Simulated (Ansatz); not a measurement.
Pressure series in SnO2

Take SnO$_{2}$ in the rutile structure (space group P4_2/mnm, No. 136; a = 4.828 Å, c = 3.238 Å) as the base.

Cell and atoms are relaxed at each pressure.

All numbers come from DFT with PBE, PAW potentials and a 420 eV plane-wave cutoff in Ansatz (a program for electronic structure), spin-orbit coupling left out, earlier PAW set.

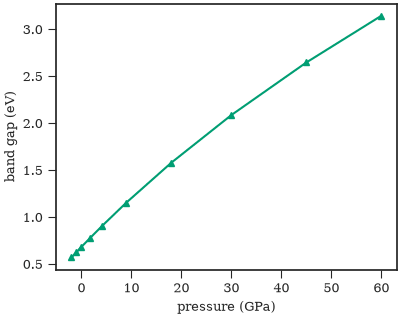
Figure. Band gap against pressure

### Question
From the plot, what is the band gap for pressure 18 GPa?

### Answer
About 1.6 eV.

### Question
Is the trend monotonic over the range shown?

### Answer
Yes, it rises throughout, spanning 0.57 eV to 3.14 eV.

Load acts through the strain it causes; cell and atoms are relaxed under it. Stability against distortions was not tested. No other phases were tried under pressure.
